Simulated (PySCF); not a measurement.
**Xe²⁺: ionisation energy in aug-cc-pwCVTZ-DK3**

Aim: the ionisation energy of xenon from differences of total energies, at each level of theory, and how far each lands from the tabulated value where there is one.

Program: PySCF 2.14.0. Level of theory: unrestricted determinants in a Gaussian basis, no spin-orbit coupling in the energies. These are calculated values, not measurements, unless marked.

### Step 1. What is computed

| Quantity | Value |
| --- | --- |
| Element | xenon (Z = 54) |
| Basis | aug-cc-pwCVTZ-DK3 (10s9p7d4f1g, 109 functions) |
| Hamiltonian | the spin-free X2C one-electron Hamiltonian (Gaussian nucleus) |
| State 1 | Xe²⁺: [Kr] 4d10 5s2 5p4, high-spin 3P determinant |
| Needed too, but not shown | Xe⁺ [Kr] 4d10 5s2 5p5 (2P) |
| Methods | UHF, LDA, PBE, PBE0, r2SCAN, LC-wPBE, CAM-B3LYP, M06, MP2 |
| Core shells frozen in the correlated runs | valence: [Kr] 4d10; valence and next inner shell: [Ar] 3d10 (for Xe²⁺) |

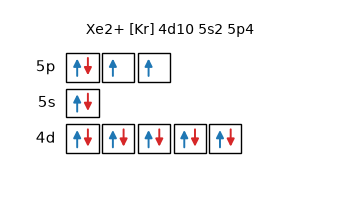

Outer shells as boxes.

The runs were made by one driver on top of PySCF. The scripts below sum up each run's settings (the driver also hands on starting orbitals that pick excited configurations, and frozen orbitals as a list rather than a count), and the logs come from the driver's own runs. The driver starts from symmetry-adapted Hartree-Fock orbitals, holds the occupation by maximum overlap and uses a logarithmic radial grid for functionals, so a plain start would take other cycles.

The integrals over 109 functions and the set-up took 9.8 s of CPU time.

### Step 2. Xe²⁺, method by method

UHF:

Input file input.py:

```python
from pyscf import gto, scf, dft, mp, cc
import basis_set_exchange as bse
mol = gto.M(atom="Xe 0 0 0", charge=2, spin=2, symmetry="D2h",
            basis=gto.basis.parse(bse.get_basis("aug-cc-pwCVTZ-DK3", elements=["Xe"], fmt="nwchem")),
            nucmod="G")
mf = scf.UHF(mol).sfx2c1e()
mf.irrep_nelec = {'Ag': (9, 9), 'B1g': (2, 2), 'B2g': (2, 2), 'B3g': (2, 2), 'B1u': (4, 3), 'B2u': (4, 4), 'B3u': (4, 3)}
mf.kernel()
```

What it wrote:

```text
damping factor = 0
level_shift factor = 0
DIIS = <class 'pyscf.scf.diis.CDIIS'>
diis_start_cycle = 1
diis_space = 10
diis_damp = 0
SCF conv_tol = 1e-09
SCF conv_tol_grad = None
number electrons alpha = 27  beta = 25
cycle= 1 E= -7442.04311840289  delta_E= -0.00632  |g|= 0.0307  |ddm|= 0.0918
cycle= 2 E= -7442.04386536449  delta_E= -0.000747  |g|= 0.0117  |ddm|= 0.0321
cycle= 3 E= -7442.04400371113  delta_E= -0.000138  |g|= 0.00132  |ddm|= 0.0222
cycle= 4 E= -7442.04400530361  delta_E= -1.59e-06  |g|= 0.00039  |ddm|= 0.00297
cycle= 5 E= -7442.04400538379  delta_E= -8.02e-08  |g|= 0.000134  |ddm|= 0.000663
cycle= 6 E= -7442.04400539008  delta_E= -6.3e-09  |g|= 1.19e-05  |ddm|= 0.000203
cycle= 7 E= -7442.04400539017  delta_E= -8.91e-11  |g|= 1.97e-06  |ddm|= 2.92e-05
converged SCF energy = -7442.04400539017  <S^2> = 2.0099983  2S+1 = 3.0066581
```

CPU time 3.2 s on a shared host, the integrals not counted.

The occupied shells:

| shell | electrons | mean orbital energy (eV) | spread (eV) | rms radius (bohr) |
| --- | --- | --- | --- | --- |
| 1s α | 1 | -34743.7 | 0 | 0.0306 |
| 1s β | 1 | -34743.5 | 0 | 0.0306 |
| 2s α | 1 | -5527.5 | 0 | 0.124 |
| 2s β | 1 | -5527.4 | 0 | 0.124 |
| 2p α | 3 | -4959.4 | 0.136 | 0.111 |
| 2p β | 3 | -4959.2 | 0.056 | 0.111 |
| 3s α | 1 | -1191.3 | 0 | 0.326 |
| 3s β | 1 | -1191.1 | 0 | 0.326 |
| 3p α | 3 | -1002.9 | 0.334 | 0.326 |
| 3p β | 3 | -1002.6 | 0.009 | 0.326 |
| 3d α | 5 | -721.77 | 0.287 | 0.304 |
| 3d β | 5 | -721.65 | 0.173 | 0.304 |
| 4s α | 1 | -250.84 | 0 | 0.761 |
| 4s β | 1 | -250.31 | 0 | 0.761 |
| 4p α | 3 | -188.38 | 0.716 | 0.815 |
| 4p β | 3 | -187.78 | 0.058 | 0.815 |
| 4d α | 5 | -93.943 | 0.772 | 0.942 |
| 4d β | 5 | -93.532 | 0.381 | 0.942 |
| 5s α | 1 | -48.700 | 0 | 1.93 |
| 5s β | 1 | -43.064 | 0 | 1.93 |
| 5p α | 3 | -32.356 | 1.825 | 2.23 |
| 5p β | 1 | -30.070 | 0 | 2.23 |

⟨S²⟩ = 2.010, ⟨L²⟩ = 2.04.

Spin-orbit constants on these orbitals (cm⁻¹; bare nucleus, screened nucleus, mean field): 5p 7582, 7301, n/a. To first order in LS coupling the lowest level has J = 2 and lies 0.453 eV below the centre of the term.

LDA:

Changes to input.py:

```diff
@@ -5,3 +5,3 @@
             nucmod="G")
-mf = scf.UHF(mol).sfx2c1e()
+mf = dft.UKS(mol, xc="LDA,VWN").sfx2c1e()
 mf.irrep_nelec = {'Ag': (9, 9), 'B1g': (2, 2), 'B2g': (2, 2), 'B3g': (2, 2), 'B1u': (4, 3), 'B2u': (4, 4), 'B3u': (4, 3)}
```

What it wrote:

```text
damping factor = 0
level_shift factor = 0
DIIS = <class 'pyscf.scf.diis.CDIIS'>
diis_start_cycle = 1
diis_space = 10
diis_damp = 0
SCF conv_tol = 1e-09
SCF conv_tol_grad = None
number electrons alpha = 27  beta = 25
XC functionals = LDA,VWN
    P. A. M. Dirac.,  Math. Proc. Cambridge Philos. Soc. 26, 376 (1930)
    F. Bloch.,  Z. Phys. 57, 545 (1929)
    S. H. Vosko, L. Wilk, and M. Nusair.,  Can. J. Phys. 58, 1200 (1980)
cycle= 1 E= -7438.27797116498  delta_E= -0.0339  |g|= 0.0922  |ddm|= 0.784
cycle= 2 E= -7438.27842779872  delta_E= -0.000457  |g|= 0.0197  |ddm|= 0.0793
cycle= 3 E= -7438.27848100307  delta_E= -5.32e-05  |g|= 0.00865  |ddm|= 0.0279
cycle= 4 E= -7438.27848838556  delta_E= -7.38e-06  |g|= 0.000431  |ddm|= 0.00603
cycle= 5 E= -7438.27848840641  delta_E= -2.08e-08  |g|= 2.44e-05  |ddm|= 0.000381
cycle= 6 E= -7438.27848840656  delta_E= -1.49e-10  |g|= 3.73e-06  |ddm|= 2.64e-05
converged SCF energy = -7438.27848840656  <S^2> = 2.001336  2S+1 = 3.0008905
```

It used 2.2 s of CPU time after the integrals (shared host).

PBE:

Changes to input.py:

```diff
@@ -5,3 +5,3 @@
             nucmod="G")
-mf = dft.UKS(mol, xc="LDA,VWN").sfx2c1e()
+mf = dft.UKS(mol, xc="PBE").sfx2c1e()
 mf.irrep_nelec = {'Ag': (9, 9), 'B1g': (2, 2), 'B2g': (2, 2), 'B3g': (2, 2), 'B1u': (4, 3), 'B2u': (4, 4), 'B3u': (4, 3)}
```

What it wrote:

```text
damping factor = 0
level_shift factor = 0
DIIS = <class 'pyscf.scf.diis.CDIIS'>
diis_start_cycle = 1
diis_space = 10
diis_damp = 0
SCF conv_tol = 1e-09
SCF conv_tol_grad = None
number electrons alpha = 27  beta = 25
XC functionals = PBE
    J. P. Perdew, K. Burke, and M. Ernzerhof.,  Phys. Rev. Lett. 77, 3865 (1996)
    J. P. Perdew, K. Burke, and M. Ernzerhof.,  Phys. Rev. Lett. 78, 1396 (1997)
    J. P. Perdew, K. Burke, and M. Ernzerhof.,  Phys. Rev. Lett. 77, 3865 (1996)
    J. P. Perdew, K. Burke, and M. Ernzerhof.,  Phys. Rev. Lett. 78, 1396 (1997)
cycle= 1 E= -7444.5658006669  delta_E= -0.0207  |g|= 0.065  |ddm|= 0.454
cycle= 2 E= -7444.56614240271  delta_E= -0.000342  |g|= 0.0244  |ddm|= 0.0645
cycle= 3 E= -7444.56622027394  delta_E= -7.79e-05  |g|= 0.0137  |ddm|= 0.0295
cycle= 4 E= -7444.56623479469  delta_E= -1.45e-05  |g|= 0.000259  |ddm|= 0.00752
cycle= 5 E= -7444.56623481948  delta_E= -2.48e-08  |g|= 3.53e-05  |ddm|= 0.00036
cycle= 6 E= -7444.56623482005  delta_E= -5.73e-10  |g|= 4.24e-06  |ddm|= 5.75e-05
converged SCF energy = -7444.56623482005  <S^2> = 2.0026389  2S+1 = 3.0017588
```

It used 3.5 s of CPU time after the integrals (shared host).

PBE0:

Changes to input.py:

```diff
@@ -5,3 +5,3 @@
             nucmod="G")
-mf = dft.UKS(mol, xc="PBE").sfx2c1e()
+mf = dft.UKS(mol, xc="PBE0").sfx2c1e()
 mf.irrep_nelec = {'Ag': (9, 9), 'B1g': (2, 2), 'B2g': (2, 2), 'B3g': (2, 2), 'B1u': (4, 3), 'B2u': (4, 4), 'B3u': (4, 3)}
```

What it wrote:

```text
damping factor = 0
level_shift factor = 0
DIIS = <class 'pyscf.scf.diis.CDIIS'>
diis_start_cycle = 1
diis_space = 10
diis_damp = 0
SCF conv_tol = 1e-09
SCF conv_tol_grad = None
number electrons alpha = 27  beta = 25
XC functionals = PBE0
    C. Adamo and V. Barone.,  J. Chem. Phys. 110, 6158 (1999)
    M. Ernzerhof and G. E. Scuseria.,  J. Chem. Phys. 110, 5029 (1999)
cycle= 1 E= -7444.63749460138  delta_E= -0.0135  |g|= 0.0449  |ddm|= 0.332
cycle= 2 E= -7444.63774205779  delta_E= -0.000247  |g|= 0.0187  |ddm|= 0.0441
cycle= 3 E= -7444.63778255775  delta_E= -4.05e-05  |g|= 0.00824  |ddm|= 0.0194
cycle= 4 E= -7444.63778760492  delta_E= -5.05e-06  |g|= 0.000436  |ddm|= 0.00419
cycle= 5 E= -7444.63778777303  delta_E= -1.68e-07  |g|= 2.37e-05  |ddm|= 0.000936
cycle= 6 E= -7444.63778777339  delta_E= -3.59e-10  |g|= 2.91e-06  |ddm|= 5.23e-05
converged SCF energy = -7444.63778777339  <S^2> = 2.0036454  2S+1 = 3.0024293
```

CPU time 4.7 s on a shared host, the integrals not counted.

r2SCAN:

Changes to input.py:

```diff
@@ -5,3 +5,3 @@
             nucmod="G")
-mf = dft.UKS(mol, xc="PBE0").sfx2c1e()
+mf = dft.UKS(mol, xc="R2SCAN").sfx2c1e()
 mf.irrep_nelec = {'Ag': (9, 9), 'B1g': (2, 2), 'B2g': (2, 2), 'B3g': (2, 2), 'B1u': (4, 3), 'B2u': (4, 4), 'B3u': (4, 3)}
```

What it wrote:

```text
damping factor = 0
level_shift factor = 0
DIIS = <class 'pyscf.scf.diis.CDIIS'>
diis_start_cycle = 1
diis_space = 10
diis_damp = 0
SCF conv_tol = 1e-09
SCF conv_tol_grad = None
number electrons alpha = 27  beta = 25
XC functionals = R2SCAN
    J. W. Furness, A. D. Kaplan, J. Ning, J. P. Perdew, and J. Sun.,  J. Phys. Chem. Lett. 11, 8208-8215 (2020)
    J. W. Furness, A. D. Kaplan, J. Ning, J. P. Perdew, and J. Sun.,  J. Phys. Chem. Lett. 11, 9248-9248 (2020)
    J. W. Furness, A. D. Kaplan, J. Ning, J. P. Perdew, and J. Sun.,  J. Phys. Chem. Lett. 11, 8208-8215 (2020)
    J. W. Furness, A. D. Kaplan, J. Ning, J. P. Perdew, and J. Sun.,  J. Phys. Chem. Lett. 11, 9248-9248 (2020)
cycle= 1 E= -7444.97826158041  delta_E= -0.0134  |g|= 0.05  |ddm|= 0.319
cycle= 2 E= -7444.97850730992  delta_E= -0.000246  |g|= 0.0104  |ddm|= 0.0497
cycle= 3 E= -7444.97852197062  delta_E= -1.47e-05  |g|= 0.00204  |ddm|= 0.0109
cycle= 4 E= -7444.97852261103  delta_E= -6.4e-07  |g|= 0.000863  |ddm|= 0.00255
cycle= 5 E= -7444.97852272878  delta_E= -1.18e-07  |g|= 5.14e-05  |ddm|= 0.00106
cycle= 6 E= -7444.97852272945  delta_E= -6.66e-10  |g|= 4.7e-06  |ddm|= 0.000116
converged SCF energy = -7444.97852272945  <S^2> = 2.0050148  2S+1 = 3.0033413
```

CPU time 7.8 s on a shared host, the integrals not counted.

LC-wPBE:

Changes to input.py:

```diff
@@ -5,3 +5,3 @@
             nucmod="G")
-mf = dft.UKS(mol, xc="R2SCAN").sfx2c1e()
+mf = dft.UKS(mol, xc="LC_WPBE").sfx2c1e()
 mf.irrep_nelec = {'Ag': (9, 9), 'B1g': (2, 2), 'B2g': (2, 2), 'B3g': (2, 2), 'B1u': (4, 3), 'B2u': (4, 4), 'B3u': (4, 3)}
```

What it wrote:

```text
damping factor = 0
level_shift factor = 0
DIIS = <class 'pyscf.scf.diis.CDIIS'>
diis_start_cycle = 1
diis_space = 10
diis_damp = 0
SCF conv_tol = 1e-09
SCF conv_tol_grad = None
number electrons alpha = 27  beta = 25
XC functionals = LC_WPBE
    O. A. Vydrov and G. E. Scuseria.,  J. Chem. Phys. 125, 234109 (2006)
cycle= 1 E= -7444.5284567106  delta_E= -0.0188  |g|= 0.0609  |ddm|= 0.394
cycle= 2 E= -7444.52885872039  delta_E= -0.000402  |g|= 0.0104  |ddm|= 0.0416
cycle= 3 E= -7444.52888988959  delta_E= -3.12e-05  |g|= 0.00345  |ddm|= 0.0113
cycle= 4 E= -7444.52889463164  delta_E= -4.74e-06  |g|= 0.00189  |ddm|= 0.00399
cycle= 5 E= -7444.52889563148  delta_E= -1e-06  |g|= 0.000117  |ddm|= 0.00203
cycle= 6 E= -7444.52889564359  delta_E= -1.21e-08  |g|= 1.62e-05  |ddm|= 0.000243
cycle= 7 E= -7444.52889564374  delta_E= -1.56e-10  |g|= 2.93e-06  |ddm|= 2.37e-05
converged SCF energy = -7444.52889564374  <S^2> = 2.0042859  2S+1 = 3.0028559
```

CPU time 15 s on a shared host, the integrals not counted.

CAM-B3LYP:

Changes to input.py:

```diff
@@ -5,3 +5,3 @@
             nucmod="G")
-mf = dft.UKS(mol, xc="LC_WPBE").sfx2c1e()
+mf = dft.UKS(mol, xc="CAMB3LYP").sfx2c1e()
 mf.irrep_nelec = {'Ag': (9, 9), 'B1g': (2, 2), 'B2g': (2, 2), 'B3g': (2, 2), 'B1u': (4, 3), 'B2u': (4, 4), 'B3u': (4, 3)}
```

What it wrote:

```text
damping factor = 0
level_shift factor = 0
DIIS = <class 'pyscf.scf.diis.CDIIS'>
diis_start_cycle = 1
diis_space = 10
diis_damp = 0
SCF conv_tol = 1e-09
SCF conv_tol_grad = None
number electrons alpha = 27  beta = 25
XC functionals = CAMB3LYP
    T. Yanai, D. P. Tew, and N. C. Handy.,  Chem. Phys. Lett. 393, 51 (2004)
cycle= 1 E= -7445.39174264333  delta_E= -0.0172  |g|= 0.0437  |ddm|= 0.504
cycle= 2 E= -7445.39196568208  delta_E= -0.000223  |g|= 0.0144  |ddm|= 0.036
cycle= 3 E= -7445.39199009054  delta_E= -2.44e-05  |g|= 0.00741  |ddm|= 0.0159
cycle= 4 E= -7445.39199454739  delta_E= -4.46e-06  |g|= 0.000585  |ddm|= 0.00378
cycle= 5 E= -7445.39199485253  delta_E= -3.05e-07  |g|= 4.53e-05  |ddm|= 0.00125
cycle= 6 E= -7445.39199485447  delta_E= -1.94e-09  |g|= 6.93e-06  |ddm|= 0.000124
cycle= 7 E= -7445.39199485448  delta_E= -1.09e-11  |g|= 1.06e-06  |ddm|= 1.55e-05
converged SCF energy = -7445.39199485448  <S^2> = 2.0025617  2S+1 = 3.0017073
```

CPU time 17 s on a shared host, the integrals not counted.

M06:

Changes to input.py:

```diff
@@ -5,3 +5,3 @@
             nucmod="G")
-mf = dft.UKS(mol, xc="CAMB3LYP").sfx2c1e()
+mf = dft.UKS(mol, xc="M06").sfx2c1e()
 mf.irrep_nelec = {'Ag': (9, 9), 'B1g': (2, 2), 'B2g': (2, 2), 'B3g': (2, 2), 'B1u': (4, 3), 'B2u': (4, 4), 'B3u': (4, 3)}
```

What it wrote:

```text
damping factor = 0
level_shift factor = 0
DIIS = <class 'pyscf.scf.diis.CDIIS'>
diis_start_cycle = 1
diis_space = 10
diis_damp = 0
SCF conv_tol = 1e-09
SCF conv_tol_grad = None
number electrons alpha = 27  beta = 25
XC functionals = M06
    Y. Zhao and D. G. Truhlar.,  Theor. Chem. Acc. 120, 215 (2008)
    Y. Zhao and D. G. Truhlar.,  Theor. Chem. Acc. 120, 215 (2008)
cycle= 1 E= -7445.14606994853  delta_E= -0.00919  |g|= 0.0494  |ddm|= 0.644
cycle= 2 E= -7445.14633304501  delta_E= -0.000263  |g|= 0.0233  |ddm|= 0.0836
cycle= 3 E= -7445.14639108891  delta_E= -5.8e-05  |g|= 0.00757  |ddm|= 0.0182
cycle= 4 E= -7445.1463952499  delta_E= -4.16e-06  |g|= 0.00049  |ddm|= 0.00674
cycle= 5 E= -7445.14639541163  delta_E= -1.62e-07  |g|= 3.53e-05  |ddm|= 0.00272
cycle= 6 E= -7445.14639541222  delta_E= -5.84e-10  |g|= 4.6e-06  |ddm|= 0.000163
converged SCF energy = -7445.14639541222  <S^2> = 2.0019804  2S+1 = 3.00132
```

It used 8.9 s of CPU time after the integrals (shared host).

MP2 (valence):

Changes to input.py:

```diff
@@ -5,4 +5,5 @@
             nucmod="G")
-mf = dft.UKS(mol, xc="M06").sfx2c1e()
+mf = scf.UHF(mol).sfx2c1e()
 mf.irrep_nelec = {'Ag': (9, 9), 'B1g': (2, 2), 'B2g': (2, 2), 'B3g': (2, 2), 'B1u': (4, 3), 'B2u': (4, 4), 'B3u': (4, 3)}
 mf.kernel()
+mp.UMP2(mf, frozen=23).kernel()
```

The driver printed no log here.

CPU time 1.2 s on a shared host, the integrals not counted.

With 6 electrons correlated, the MP2 correlation energy is -0.09600 hartree (-0.02064 same spin, -0.07536 opposite spin); the SCS form gives -0.09731. Largest pairs of shells: 5s-5p -0.0446, 5p-5p -0.0439, 5s-5s -0.0075.

### Step 3. Xe²⁺, continued

MP2 (valence and next inner shell):

Changes to input.py since step 2:

```diff
@@ -8,2 +8,2 @@
 mf.kernel()
-mp.UMP2(mf, frozen=23).kernel()
+mp.UMP2(mf, frozen=14).kernel()
```

No log was kept for this step.

CPU time 2.6 s on a shared host, the integrals not counted.

With 24 electrons correlated, the MP2 correlation energy is -0.84824 hartree (-0.29525 same spin, -0.55299 opposite spin); the SCS form gives -0.76201. Largest pairs of shells: 4d-4d -0.3504, 4p-4d -0.1226, 4d-5p -0.1051, 4d-5s -0.0629, 5s-5p -0.0446.

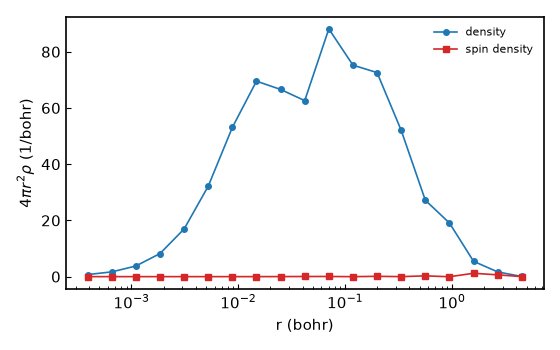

Radial density 4πr²ρ of Xe²⁺ at UHF, without picture-change correction, at 19 stored radii joined by straight lines.

### Step 4. Differences of total energies

Ionisation energy: Xe⁺ [Kr] 4d10 5s2 5p5 (2P) → Xe²⁺ [Kr] 4d10 5s2 5p4 (3P).

| method | value (eV) | less the reference (eV) |
| --- | --- | --- |
| UHF | 20.066 | -0.952 |
| LDA | 21.388 | +0.371 |
| PBE | 21.065 | +0.048 |
| PBE0 | 21.111 | +0.094 |
| r2SCAN | 21.106 | +0.089 |
| LC-wPBE | 21.184 | +0.167 |
| CAM-B3LYP | 21.230 | +0.212 |
| M06 | 20.868 | -0.149 |
| MP2 (valence) | 20.822 | -0.195 |
| SCS-MP2 (valence) | 20.828 | -0.189 |
| MP2 (valence and next inner shell) | 21.021 | +0.004 |
| SCS-MP2 (valence and next inner shell) | 20.969 | -0.049 |

Reference: 20.975 eV (semi-empirical (NIST evaluation); NIST Atomic Spectra Database, ionization energies). A first-order spin-orbit estimate (lowest level to lowest level, LS coupling) adds -0.042 eV; the last energy column includes it. Errors of the correlated levels include the incompleteness of this basis.

The differences also use runs on Xe⁺ [Kr] 4d10 5s2 5p5 (2P), which are not shown here.

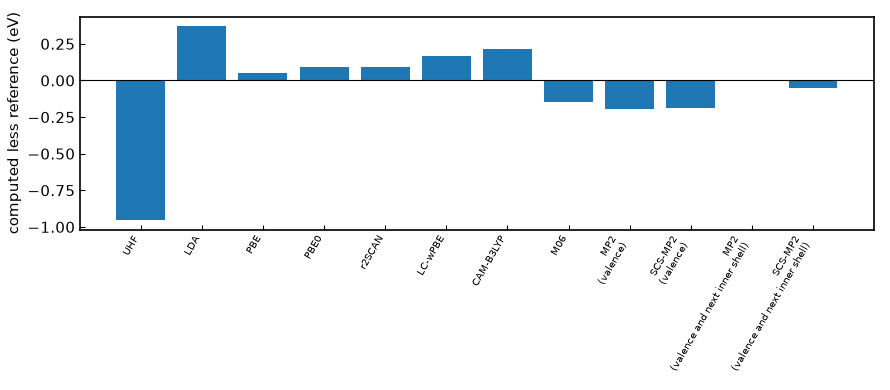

Computed less reference values by method, where the reference is not like for like or is itself uncertain, spin-orbit estimate included.

### Step 5. Summary of results

| quantity | value |
| --- | --- |
| ionisation energy, Xe⁺ | UHF 20.066, MP2 (valence and next inner shell) 21.021 eV; reference 20.975 |

In words: The methods span 1.322 eV, from UHF (20.066) to LDA (21.388). The reference is uncertain or not like for like (spin-orbit coupling or other relativistic terms), so no ranking of close methods is drawn. All values hold for this basis alone; no basis-set limit was taken.
